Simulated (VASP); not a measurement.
Band structure of IrO$_{2}$. Calculation: PBE GGA, VASP's PBE PAW potentials (set 64) (plane waves; VASP).

The cell holds a wide vacuum, so values per volume refer to the whole cell. Unless said otherwise, spin-orbit coupling is left out, though it shifts the bands of the heavy elements here.

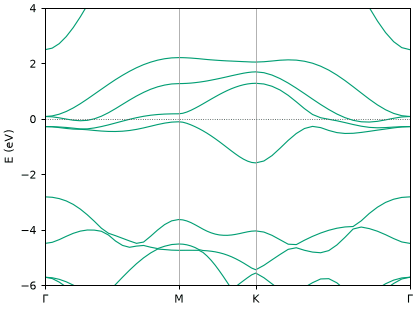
Figure. Bands along high-symmetry lines, zero at the valence-band maximum or, without a gap, the Fermi level

Q: Read the plot: is there a gap, and where are the band edges?

A: It has no gap at this level: it comes out as a metal or semimetal.

The cell is a sheet with vacuum, built from a generated structure.
